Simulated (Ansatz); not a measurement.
Fields on a plane of Pb (fcc, Cu type)

```
CELL_PARAMETERS angstrom
      0.00000     2.51696     2.51696
      2.51696     0.00000     2.51696
      2.51696     2.51696     0.00000
ATOMIC_POSITIONS crystal
  Pb 0.00000 0.00000 0.00000
```

The slice is a {110} plane (indices of the conventional cell) through the point (0.000, 0.000, 0.000) (fractional), spanned by u = [100] and v = [1 -1 -1] in vectors of this cell: u (3.56 Å) and v (5.03 Å, at 90° to u). It covers one period; positions are fractions (u, v).

Atoms on it: Pb at (0.00, 0.00).

Computed with PBE (plane waves to 420 eV, PAW, scalar-relativistic; Ansatz, a quantum-chemistry and plane-wave program). k mesh 16×16×16. These are valence fields of a PAW run, semicore shells included where kept as valence: close to a nucleus they are smooth pseudo fields. Pb was relaxed with its symmetry unable to fall. Spin-orbit coupling is left out, though Pb is heavy. The relaxed volume of Pb is well above the measured one; the method has no dispersion term.

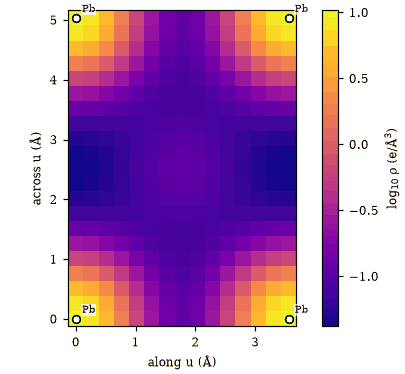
Log₁₀ of the valence density in e/Å³, one period of the plane, atoms marked. The scale is logarithmic, as a density can span decades between atoms and voids.

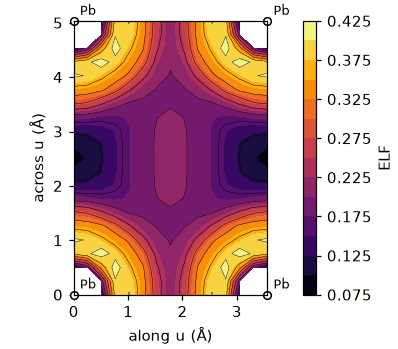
Figure. Electron localisation function (ELF), one period of the plane, atoms marked. Points within 0.5 Å of a nucleus are left white, as the pseudised field means little there.

The density on the Pb–Pb line (3.56 Å) at its midpoint is 0.11 e/Å³ and the ELF at that point is 0.21.
